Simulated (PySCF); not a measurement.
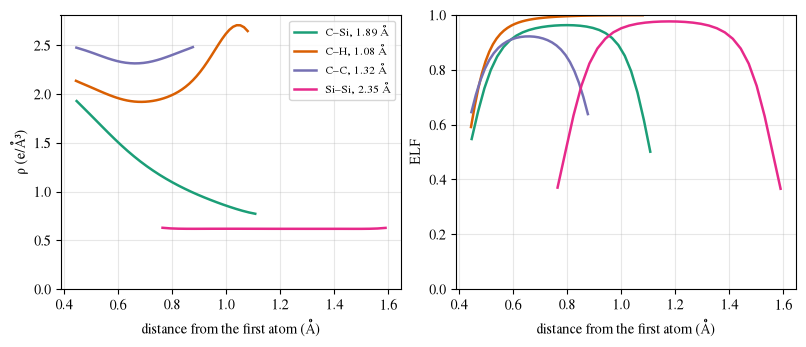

Figure 1: C$_{3}$H$_{12}$Si$_{4}$. Total electron density and electron localisation function along straight lines between neighbouring atoms. The curves leave out the atomic cores.

Geometry: GFN2-xTB.

Level of theory: PBE0/pcSseg-1, SCF density, gas phase, non-relativistic (PySCF).

The calculation's input:

```
{"job": {"kind": "nmr", "xc": "PBE0", "basis": "pcSseg-1"}, "charge": 0, "multiplicity": 1}
C     -1.873393    -1.559369     0.919520
C     -1.021432    -1.032388     1.785611
Si    -0.010066     0.520420     1.436149
Si    -1.113873     2.095645     0.062911
Si     0.446600     1.710578    -1.657930
Si     1.603398     0.174330    -0.280200
C      1.613351    -1.614106    -0.940210
H     -2.065298    -1.097992    -0.037752
H     -2.427435    -2.465151     1.116976
H     -0.876434    -1.542406     2.730706
H      0.445067     0.957100     2.770978
H     -1.161557     3.470681     0.578467
H     -2.522614     1.825117    -0.257844
H      1.207044     2.880675    -2.117379
H     -0.098639     1.174627    -2.914407
H      3.018995     0.467688     0.022501
H      2.160829    -1.699423    -1.874639
H      2.066985    -2.299700    -0.230112
H      0.598669    -1.957075    -1.120805
```

Launched as:

```sh
OMP_NUM_THREADS=1 python probes_run.py task.json out
```

Q: What can be read from the curves?

A: C–Si (1.89 Å): ρ at the midpoint is about 0.91 e/Å³; the ELF peaks at about 0.95 between the atoms, as expected for a shared electron pair.
C–H (1.08 Å): ρ at the midpoint is about 2 e/Å³; the ELF climbs to about 1 towards the hydrogen, as it does in any bond to H: an ordinary covalent bond to hydrogen.
C–C (1.32 Å): ρ at the midpoint is about 2.3 e/Å³; the ELF peaks at about 0.90 between the atoms (a short, multiple covalent bond).
Si–Si (2.35 Å): ρ at the midpoint is about 0.62 e/Å³; the ELF peaks at about 1 between the atoms, as expected for a shared electron pair.
